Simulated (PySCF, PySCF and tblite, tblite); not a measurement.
# C₇H₁₁N: conformers and averaged spectra, part 2 of 2

PySCF and tblite. Atoms count from 0.

### 7 Boltzmann average: properties at KT2/pcSseg-1 in chloroform

What the job is given:

```
{"job": {"study": "conf", "smiles": "N#CC1CCCCC1", "search": {"seed": 7196, "n_embed": 60, "ff_keep": 14, "window": 4.0, "nmax": 10, "temps": [100, 150, 220, 250, 298.15], "t_ref": 298.15, "order": 0.0005, "w0": 100.0}, "level": {"nmr": {"xc": "KT2", "basis": "pcSseg-1", "solvent": "chloroform"}, "sp": {"xc": "B3LYP", "basis": "def2-SVP", "solvent": "chloroform"}}, "kind": "conf"}, "charge": 0, "multiplicity": 1}
N      3.556436    -0.949852    -0.440473
C      2.524506    -0.590568    -0.103206
C      1.213246    -0.144356     0.299873
C      0.228999    -1.322474     0.281400
C     -1.162655    -0.848503     0.688352
C     -1.643492     0.262617    -0.240637
C     -0.665413     1.433920    -0.221240
C      0.729472     0.974256    -0.633868
H      1.290043     0.246601     1.322658
H      0.194037    -1.744351    -0.725952
H      0.576048    -2.104293     0.960591
H     -1.857969    -1.689375     0.656091
H     -1.135424    -0.476971     1.715851
H     -1.723732    -0.125520    -1.258786
H     -2.634473     0.601288     0.067270
H     -0.626549     1.858570     0.785132
H     -1.006892     2.217128    -0.900725
H      0.704602     0.598944    -1.659839
H      1.429407     1.812190    -0.599953
```

Standard output:

```text
conformer  sym    E(xTB)   E(DFT)   G(298.15 K)  weight  dipole/D
    1     Cs      0.042    0.000    0.000   0.5787    4.869
    2     Cs      0.000    0.082    0.188   0.4213    4.528

mean shielding (ppm) by class
class atoms           100 K      150 K      220 K      250 K   298.15 K
  0 N  0              5.041      4.746      4.565      4.523      4.476
  1 C  1             66.375     66.418     66.445     66.452     66.458
  2 C  2            155.566    155.579    155.587    155.588     155.59
  3 C  3,7          150.029    150.087    150.122     150.13    150.139
  4 C  4,6          155.279    155.385     155.45    155.466    155.482
  5 C  5             154.42    154.383     154.36    154.355    154.349
  6 H  8             28.873     28.842     28.824     28.819     28.815
  7 H  9,17          29.863     29.841     29.828     29.825     29.821
  8 H  10,18         29.556     29.577      29.59     29.593     29.596
  9 H  11,16         29.635     29.637     29.638     29.639     29.639
 10 H  12,15         30.072     30.054     30.044     30.041     30.038
 11 H  13             30.07     30.044     30.029     30.025     30.021
 12 H  14            29.953     29.974     29.987      29.99     29.993
```

It took 56 s on 1 thread of AMD EPYC 9R45, shared host. This counts the runs that the step sums up.

The search (ETKDG, MMFF94s, GFN2-xTB) embedded 60 structures, kept 5 distinct ones after the force field and 5 after xTB; 2 were carried on (window 4.0 kcal/mol at the search's own energies). Energies: B3LYP/def2-SVP in chloroform with D3(BJ).

Conformer by conformer (298 K):

| no. | group | mirror pair | ΔE xTB | ΔE DFT | ΔG | weight (%) | μ (D) | A, B, C (GHz) |
| --- | --- | --- | --- | --- | --- | --- | --- | --- |
| 1 | Cs | no | 0.04 | 0.00 | 0.00 | 57.9 | 4.87 | 4.29, 1.43, 1.15 |
| 2 | Cs | no | 0.00 | 0.08 | 0.19 | 42.1 | 4.53 | 3.04, 1.81, 1.61 |

Energies in kcal/mol. ΔG holds xTB vibrations and rotation, symmetry numbers and mirror pairs.

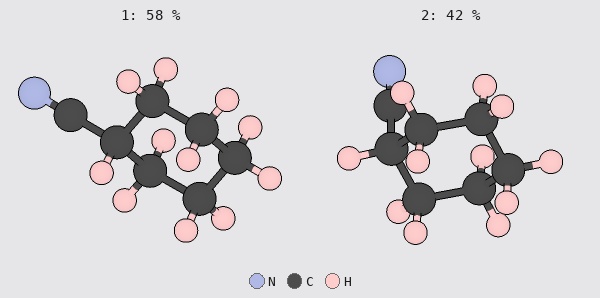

The conformers with their weights.

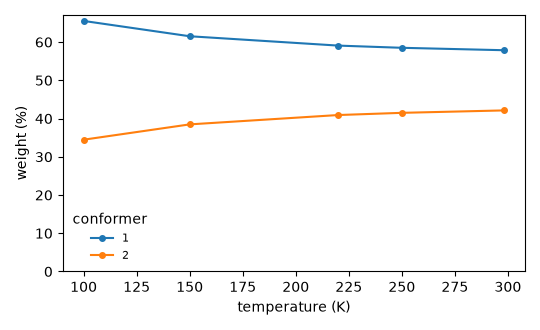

Weights against temperature.

How the weights hang on the way they are made:

| scheme | 1 | 2 | mean μ (D) |
| --- | --- | --- | --- |
| DFT free energy | 58 | 42 | 4.72 |
| DFT energy, symmetry counted | 53 | 47 | 4.71 |
| DFT energy alone | 53 | 47 | 4.71 |
| xTB energy, symmetry counted | 48 | 52 | 4.69 |
| xTB free energy | 53 | 47 | 4.71 |
| lowest conformer only | 100 | 0 | 4.87 |
| equal weights | 50 | 50 | 4.70 |
| conformers found from three starts alone | 100 | 0 | 4.87 |

Shifts against references run at the same level (13C TMS 186.2, 1H TMS 31.60 ppm of shielding), by class of atoms, at 298 K:

| atoms | environment | no. 1 | no. 2 | average |
| --- | --- | --- | --- | --- |
| C1 | nitrile carbon | 120.2 | 119.1 | 119.8 |
| C3, C7 | sp3 CH2 in a ring | 36.7 | 35.2 | 36.1 |
| C5 | sp3 CH2 in a ring | 31.5 | 32.4 | 31.9 |
| C4, C6 | sp3 CH2 in a ring | 31.8 | 29.2 | 30.7 |
| C2 | sp3 CH α to a nitrile | 30.8 | 30.4 | 30.6 |
| H8 | hydrogen on an sp3 CH α to a nitrile | 2.47 | 3.23 | 2.79 |
| H10, H18 | hydrogen on an sp3 CH2 in a ring | 2.23 | 1.71 | 2.01 |
| H11, H16 | hydrogen on an sp3 CH2 in a ring | 1.99 | 1.93 | 1.96 |
| H9, H17 | hydrogen on an sp3 CH2 in a ring | 1.55 | 2.10 | 1.78 |
| H14 | hydrogen on an sp3 CH2 in a ring | 1.83 | 1.30 | 1.61 |
| H13 | hydrogen on an sp3 CH2 in a ring | 1.31 | 1.95 | 1.58 |
| H12, H15 | hydrogen on an sp3 CH2 in a ring | 1.38 | 1.82 | 1.57 |
| N0 | nitrile nitrogen | 7.6 (σ) | 0.2 (σ) | 4.5 (σ) |

Effective distances for nuclear Overhauser effects, ⟨r⁻⁶⟩^(−1/6) over all pairs of two classes (Å): H13···H14 1.77; H9···H10 1.98; H11···H12 1.98; H8···H10 2.47; H11···H13 2.48; H12···H14 2.48; H11···H14 2.64; H12···H13 2.72.

### 8 Shieldings, conformer 1: LDA/pcSseg-1 in tetrahydrofuran

What the job is given:

```
{"job": {"xc": "LDA", "basis": "pcSseg-1", "solvent": "tetrahydrofuran", "kind": "nmr", "pop": false}, "charge": 0, "multiplicity": 1}
N      3.556436    -0.949852    -0.440473
C      2.524506    -0.590568    -0.103206
C      1.213246    -0.144356     0.299873
C      0.228999    -1.322474     0.281400
C     -1.162655    -0.848503     0.688352
C     -1.643492     0.262617    -0.240637
C     -0.665413     1.433920    -0.221240
C      0.729472     0.974256    -0.633868
H      1.290043     0.246601     1.322658
H      0.194037    -1.744351    -0.725952
H      0.576048    -2.104293     0.960591
H     -1.857969    -1.689375     0.656091
H     -1.135424    -0.476971     1.715851
H     -1.723732    -0.125520    -1.258786
H     -2.634473     0.601288     0.067270
H     -0.626549     1.858570     0.785132
H     -1.006892     2.217128    -0.900725
H      0.704602     0.598944    -1.659839
H      1.429407     1.812190    -0.599953
```

Standard output:

```text
coarse grid: 15488 points
cycle   1  E = -324.8727278269  dE =  7.210e-01  |g| = 6.807e-01  |ddm| = 3.993e+00
cycle   2  E = -324.6218385104  dE =  2.509e-01  |g| = 1.234e+00  |ddm| = 1.805e+00
cycle   3  E = -324.9750425478  dE = -3.532e-01  |g| = 2.993e-01  |ddm| = 1.219e+00
cycle   4  E = -324.9925461829  dE = -1.750e-02  |g| = 1.066e-01  |ddm| = 2.585e-01
cycle   5  E = -324.9950645591  dE = -2.518e-03  |g| = 1.498e-02  |ddm| = 1.070e-01
cycle   6  E = -324.9951161650  dE = -5.161e-05  |g| = 4.347e-03  |ddm| = 2.074e-02
cycle   7  E = -324.9951207859  dE = -4.621e-06  |g| = 8.291e-04  |ddm| = 5.289e-03
final grid: 148544 points
cycle   8  E = -325.0927570388  dE = -9.628e-05  |g| = 4.837e-03  |ddm| = 5.048e-02
cycle   9  E = -325.0927481754  dE =  8.863e-06  |g| = 7.652e-03  |ddm| = 1.039e-02
cycle  10  E = -325.0927630635  dE = -1.489e-05  |g| = 7.885e-04  |ddm| = 6.728e-03
cycle  11  E = -325.0927631922  dE = -1.287e-07  |g| = 3.012e-04  |ddm| = 1.168e-03
cycle  12  E = -325.0927632016  dE = -9.453e-09  |g| = 2.110e-04  |ddm| = 3.602e-04
cycle  13  E = -325.0927632110  dE = -9.318e-09  |g| = 4.128e-05  |ddm| = 1.557e-04
cycle  14  E = -325.0927632113  dE = -3.874e-10  |g| = 6.840e-06  |ddm| = 3.285e-05
converged SCF energy = -325.0927632113

GIAO shielding tensors (ppm)
atom      isotropic    diamagn.    paramagn.     s11        s22        s33       span
  0 N      -15.014     344.494    -359.508   -169.626   -162.876    287.461    457.087
  1 C       49.247     257.698    -208.451    -76.566    -68.027    292.336    368.902
  2 C      153.108     249.819     -96.711    145.370    149.581    164.372     19.002
  3 C      147.189     247.580    -100.392    138.469    148.848    154.248     15.779
  4 C      152.475     247.428     -94.954    147.636    152.483    157.304      9.668
  5 C      152.729     247.902     -95.173    146.808    151.188    160.191     13.382
  6 C      152.453     247.432     -94.979    147.617    152.462    157.279      9.662
  7 C      147.166     247.582    -100.416    138.450    148.821    154.227     15.777
  8 H       28.741      29.203      -0.462     24.860     28.006     33.357      8.497
  9 H       29.726      30.528      -0.802     26.203     28.627     34.347      8.144
 10 H       28.991      29.257      -0.266     24.112     27.987     34.874     10.762
 11 H       29.248      28.685       0.563     24.256     27.233     36.253     11.997
 12 H       29.908      29.925      -0.017     26.091     27.994     35.639      9.548
 13 H       29.972      30.077      -0.105     26.519     27.822     35.575      9.056
 14 H       29.389      28.650       0.739     24.597     27.169     36.400     11.803
 15 H       29.907      29.925      -0.017     26.090     27.994     35.638      9.548
 16 H       29.246      28.683       0.563     24.255     27.232     36.251     11.995
 17 H       29.723      30.525      -0.802     26.200     28.625     34.344      8.143
 18 H       28.988      29.253      -0.265     24.110     27.985     34.870     10.760
```

It took 11 s on 1 thread of AMD EPYC 9R45, shared host; peak memory 0.99 GiB.

In short: HOMO -7.36 eV, LUMO -0.34 eV; dipole 5.39 D.

### 9 Single-point energy, conformer 1: BLYP/pcseg-1 in tetrahydrofuran

Changed since step 8:

```diff
@@ -1,2 +1,2 @@
-{"job": {"xc": "LDA", "basis": "pcSseg-1", "solvent": "tetrahydrofuran", "kind": "nmr", "pop": false}, "charge": 0, "multiplicity": 1}
+{"job": {"xc": "BLYP", "basis": "pcseg-1", "solvent": "tetrahydrofuran", "kind": "sp"}, "charge": 0, "multiplicity": 1}
 N      3.556436    -0.949852    -0.440473
```

Standard output:

```text
coarse grid: 15488 points
cycle   1  E = -327.7041097779  dE =  7.355e-01  |g| = 6.290e-01  |ddm| = 4.505e+00
cycle   2  E = -327.4655172809  dE =  2.386e-01  |g| = 1.183e+00  |ddm| = 1.964e+00
cycle   3  E = -327.7910973399  dE = -3.256e-01  |g| = 3.044e-01  |ddm| = 1.330e+00
cycle   4  E = -327.8109403911  dE = -1.984e-02  |g| = 9.043e-02  |ddm| = 3.054e-01
cycle   5  E = -327.8128003756  dE = -1.860e-03  |g| = 1.447e-02  |ddm| = 1.090e-01
cycle   6  E = -327.8128521502  dE = -5.177e-05  |g| = 4.120e-03  |ddm| = 2.313e-02
cycle   7  E = -327.8128567623  dE = -4.612e-06  |g| = 6.619e-04  |ddm| = 5.920e-03
final grid: 148544 points
cycle   8  E = -327.8938173816  dE = -6.916e-05  |g| = 1.020e-02  |ddm| = 4.706e-02
cycle   9  E = -327.8937724069  dE =  4.497e-05  |g| = 1.655e-02  |ddm| = 2.575e-02
cycle  10  E = -327.8938440538  dE = -7.165e-05  |g| = 2.450e-03  |ddm| = 1.729e-02
cycle  11  E = -327.8938451176  dE = -1.064e-06  |g| = 1.221e-03  |ddm| = 3.252e-03
cycle  12  E = -327.8938454384  dE = -3.208e-07  |g| = 1.589e-04  |ddm| = 1.068e-03
cycle  13  E = -327.8938454446  dE = -6.206e-09  |g| = 3.258e-05  |ddm| = 1.825e-04
cycle  14  E = -327.8938454448  dE = -2.440e-10  |g| = 1.277e-05  |ddm| = 4.442e-05
converged SCF energy = -327.8938454448
```

Run time: 7 s. Hardware: 1 thread of AMD EPYC 9R45, shared host; peak memory 0.75 GiB.

In short: HOMO -7.12 eV, LUMO 0.12 eV; dipole 5.17 D.

### 10 Shieldings, conformer 2: LDA/pcSseg-1 in tetrahydrofuran

What the job is given:

```
{"job": {"xc": "LDA", "basis": "pcSseg-1", "solvent": "tetrahydrofuran", "kind": "nmr", "pop": false}, "charge": 0, "multiplicity": 1}
N      2.295842    -0.123343     2.045583
C      1.849532    -0.211222     0.996386
C      1.287611    -0.322402    -0.329389
C      0.706095     1.029134    -0.770472
C     -0.484246     1.415371     0.102599
C     -1.557889     0.332104     0.054608
C     -0.984691    -1.004058     0.517868
C      0.201887    -1.408687    -0.351997
H      2.105958    -0.607403    -1.003554
H      1.478556     1.799558    -0.714582
H      0.386044     0.944739    -1.811937
H     -0.147872     1.547375     1.133736
H     -0.896110     2.366384    -0.241151
H     -2.397627     0.615279     0.691455
H     -1.931326     0.233627    -0.968099
H     -1.753597    -1.777845     0.470362
H     -0.657772    -0.918142     1.556831
H      0.618932    -2.355527    -0.001367
H     -0.129131    -1.545690    -1.384342
```

Standard output:

```text
coarse grid: 15488 points
cycle   1  E = -324.8730767208  dE =  7.224e-01  |g| = 6.790e-01  |ddm| = 3.951e+00
cycle   2  E = -324.6348139092  dE =  2.383e-01  |g| = 1.206e+00  |ddm| = 1.727e+00
cycle   3  E = -324.9771748580  dE = -3.424e-01  |g| = 2.855e-01  |ddm| = 1.153e+00
cycle   4  E = -324.9924925014  dE = -1.532e-02  |g| = 1.119e-01  |ddm| = 2.419e-01
cycle   5  E = -324.9952436055  dE = -2.751e-03  |g| = 1.141e-02  |ddm| = 1.055e-01
cycle   6  E = -324.9952708229  dE = -2.722e-05  |g| = 4.365e-03  |ddm| = 1.679e-02
cycle   7  E = -324.9952757181  dE = -4.895e-06  |g| = 6.498e-04  |ddm| = 5.695e-03
final grid: 148544 points
cycle   8  E = -325.0931452464  dE = -9.952e-05  |g| = 5.431e-03  |ddm| = 4.843e-02
cycle   9  E = -325.0931334230  dE =  1.182e-05  |g| = 8.866e-03  |ddm| = 1.192e-02
cycle  10  E = -325.0931526433  dE = -1.922e-05  |g| = 1.288e-03  |ddm| = 7.611e-03
cycle  11  E = -325.0931528075  dE = -1.642e-07  |g| = 9.509e-04  |ddm| = 1.343e-03
cycle  12  E = -325.0931530042  dE = -1.967e-07  |g| = 7.716e-05  |ddm| = 7.350e-04
cycle  13  E = -325.0931530053  dE = -1.124e-09  |g| = 3.378e-05  |ddm| = 9.062e-05
cycle  14  E = -325.0931530056  dE = -2.672e-10  |g| = 6.794e-06  |ddm| = 3.430e-05
converged SCF energy = -325.0931530056

GIAO shielding tensors (ppm)
atom      isotropic    diamagn.    paramagn.     s11        s22        s33       span
  0 N      -21.485     344.709    -366.194   -185.224   -171.326    292.095    477.319
  1 C       50.478     260.191    -209.713    -74.379    -63.873    289.685    364.064
  2 C      153.688     251.563     -97.875    140.834    150.612    169.619     28.785
  3 C      148.660     247.421     -98.761    142.822    147.333    155.824     13.002
  4 C      155.173     248.722     -93.549    147.494    158.331    159.695     12.201
  5 C      151.854     248.357     -96.504    146.297    151.003    158.261     11.964
  6 C      155.180     248.724     -93.545    147.508    158.322    159.709     12.201
  7 C      148.673     247.423     -98.750    142.834    147.346    155.840     13.006
  8 H       27.955      28.070      -0.115     23.995     25.333     34.536     10.541
  9 H       29.121      29.295      -0.174     24.634     27.140     35.588     10.954
 10 H       29.557      30.093      -0.536     25.942     27.256     35.472      9.529
 11 H       29.400      31.259      -1.859     26.155     28.084     33.962      7.808
 12 H       29.395      29.140       0.255     24.371     27.213     36.601     12.230
 13 H       29.283      29.287      -0.005     24.579     27.075     36.194     11.615
 14 H       29.973      30.276      -0.303     26.173     27.928     35.819      9.646
 15 H       29.395      29.142       0.253     24.370     27.213     36.601     12.231
 16 H       29.402      31.262      -1.860     26.155     28.086     33.964      7.810
 17 H       29.121      29.295      -0.175     24.634     27.139     35.589     10.955
 18 H       29.559      30.097      -0.538     25.945     27.259     35.475      9.530
```

It took 11 s on 1 thread of AMD EPYC 9R45, shared host; peak memory 0.99 GiB.

This run: HOMO -7.36 eV, LUMO -0.44 eV; dipole 5.03 D.

### 11 Single-point energy, conformer 2: BLYP/pcseg-1 in tetrahydrofuran

Changed since step 10:

```diff
@@ -1,2 +1,2 @@
-{"job": {"xc": "LDA", "basis": "pcSseg-1", "solvent": "tetrahydrofuran", "kind": "nmr", "pop": false}, "charge": 0, "multiplicity": 1}
+{"job": {"xc": "BLYP", "basis": "pcseg-1", "solvent": "tetrahydrofuran", "kind": "sp"}, "charge": 0, "multiplicity": 1}
 N      2.295842    -0.123343     2.045583
```

Standard output:

```text
coarse grid: 15488 points
cycle   1  E = -327.7028911051  dE =  7.366e-01  |g| = 6.274e-01  |ddm| = 4.465e+00
cycle   2  E = -327.4760725422  dE =  2.268e-01  |g| = 1.157e+00  |ddm| = 1.869e+00
cycle   3  E = -327.7898859105  dE = -3.138e-01  |g| = 3.039e-01  |ddm| = 1.245e+00
cycle   4  E = -327.8093426832  dE = -1.946e-02  |g| = 9.354e-02  |ddm| = 2.958e-01
cycle   5  E = -327.8113245426  dE = -1.982e-03  |g| = 1.115e-02  |ddm| = 1.068e-01
cycle   6  E = -327.8113527495  dE = -2.821e-05  |g| = 4.050e-03  |ddm| = 1.834e-02
cycle   7  E = -327.8113573502  dE = -4.601e-06  |g| = 5.165e-04  |ddm| = 6.098e-03
final grid: 148544 points
cycle   8  E = -327.8918589078  dE = -7.149e-05  |g| = 1.082e-02  |ddm| = 4.887e-02
cycle   9  E = -327.8918090084  dE =  4.990e-05  |g| = 1.753e-02  |ddm| = 2.765e-02
cycle  10  E = -327.8918890441  dE = -8.004e-05  |g| = 2.259e-03  |ddm| = 1.854e-02
cycle  11  E = -327.8918898680  dE = -8.239e-07  |g| = 1.265e-03  |ddm| = 2.963e-03
cycle  12  E = -327.8918902103  dE = -3.423e-07  |g| = 1.690e-04  |ddm| = 1.045e-03
cycle  13  E = -327.8918902172  dE = -6.852e-09  |g| = 3.838e-05  |ddm| = 1.967e-04
cycle  14  E = -327.8918902175  dE = -3.782e-10  |g| = 1.003e-05  |ddm| = 5.219e-05
converged SCF energy = -327.8918902175
```

Run time: 7.4 s. Hardware: 1 thread of AMD EPYC 9R45, shared host; peak memory 0.75 GiB.

Key values: HOMO -7.13 eV, LUMO -0.03 eV; dipole 4.82 D.

### 12 The ensemble: properties at LDA/pcSseg-1 in tetrahydrofuran

Changed since step 7:

```diff
@@ -1,2 +1,2 @@
-{"job": {"study": "conf", "smiles": "N#CC1CCCCC1", "search": {"seed": 7196, "n_embed": 60, "ff_keep": 14, "window": 4.0, "nmax": 10, "temps": [100, 150, 220, 250, 298.15], "t_ref": 298.15, "order": 0.0005, "w0": 100.0}, "level": {"nmr": {"xc": "KT2", "basis": "pcSseg-1", "solvent": "chloroform"}, "sp": {"xc": "B3LYP", "basis": "def2-SVP", "solvent": "chloroform"}}, "kind": "conf"}, "charge": 0, "multiplicity": 1}
+{"job": {"study": "conf", "smiles": "N#CC1CCCCC1", "search": {"seed": 7196, "n_embed": 60, "ff_keep": 14, "window": 4.0, "nmax": 10, "temps": [100, 150, 220, 250, 298.15], "t_ref": 298.15, "order": 0.0005, "w0": 100.0}, "level": {"nmr": {"xc": "LDA", "basis": "pcSseg-1", "solvent": "tetrahydrofuran"}, "sp": {"xc": "BLYP", "basis": "pcseg-1", "solvent": "tetrahydrofuran"}, "change": "LDA/pcSseg-1; solvent tetrahydrofuran; energies BLYP/pcseg-1", "top": 4}, "kind": "conf"}, "charge": 0, "multiplicity": 1}
 N      3.556436    -0.949852    -0.440473
```

Standard output:

```text
conformer  sym    E(xTB)   E(DFT)   G(298.15 K)  weight  dipole/D
    1     Cs      0.042    0.000    0.000   0.6589    5.166
    2     Cs      0.000    0.284    0.390   0.3411    4.824

mean shielding (ppm) by class
class atoms           100 K      150 K      220 K      250 K   298.15 K
  0 N  0            -16.049    -16.574     -16.98     -17.09    -17.221
  1 C  1             49.444     49.544     49.621     49.642     49.667
  2 C  2            153.201    153.248    153.284    153.294    153.306
  3 C  3,7          147.416    147.536     147.63    147.655    147.685
  4 C  4,6          152.898    153.118    153.288    153.334    153.389
  5 C  5            152.589    152.518    152.463    152.448     152.43
  6 H  8             28.615     28.552     28.502     28.489     28.473
  7 H  9,17          29.628     29.579     29.541     29.531     29.518
  8 H  10,18         29.081     29.127     29.162     29.172     29.184
  9 H  11,16         29.272     29.284     29.294     29.296     29.299
 10 H  12,15         29.826     29.784     29.752     29.743     29.733
 11 H  13            29.862     29.806     29.763     29.751     29.737
 12 H  14            29.482     29.529     29.566     29.576     29.588
```

Run time: 36 s. Hardware: 1 thread of AMD EPYC 9R45, shared host. This counts the runs that the step sums up.

Against the first level, at 298 K (shieldings, ppm; largest changes first):

```csv
atoms,KT2/pcSseg-1 in chloroform,LDA/pcSseg-1 in tetrahydrofuran,change
N0,4.5,-17.2,-21.7
C1,66.5,49.7,-16.8
"C3, C7",150.1,147.7,-2.5
C2,155.6,153.3,-2.3
"C4, C6",155.5,153.4,-2.1
C5,154.3,152.4,-1.9
"H10, H18",29.60,29.18,-0.41
H14,29.99,29.59,-0.40
H8,28.82,28.47,-0.34
"H11, H16",29.64,29.30,-0.34
```

Weights: from B3LYP/def2-SVP in chloroform energies 1: 58 %, 2: 42 %; from BLYP/pcseg-1 in tetrahydrofuran energies 1: 66 %, 2: 34 % (with a dispersion term where the level has one and the same thermal terms, so they don't follow from the SCF energies alone). Times: 56 s and 36 s.

### 13 Summary of results

What follows sums up all 2 parts.

| quantity | value |
| --- | --- |
| conformers | 2; the first in weight is no. 1 (Cs), 58 % at 298 K |
| root-mean-square dipole | 4.73 D |
| averaged 13C shifts (KT2/pcSseg-1 in chloroform) | 119.8, 36.1, 31.9, 30.7, 30.6 ppm |
| averaged 1H shifts (KT2/pcSseg-1 in chloroform) | 2.79, 2.01, 1.96, 1.78, 1.61, 1.58, 1.57 ppm |

What this shows: At 298 K conformer 1 holds 58 % of the ensemble (66 % at 100 K, 58 % at 298 K). Among conformers over 5 %, H8 differs by 0.76 ppm, while the average moves by 0.06 ppm from 100 to 298 K. Going from KT2/pcSseg-1 in chloroform to LDA/pcSseg-1 in tetrahydrofuran moves N0 most, by 21.7 ppm of raw shielding; the energies behind both averages, dispersion terms included where typed, rank the same conformer first.
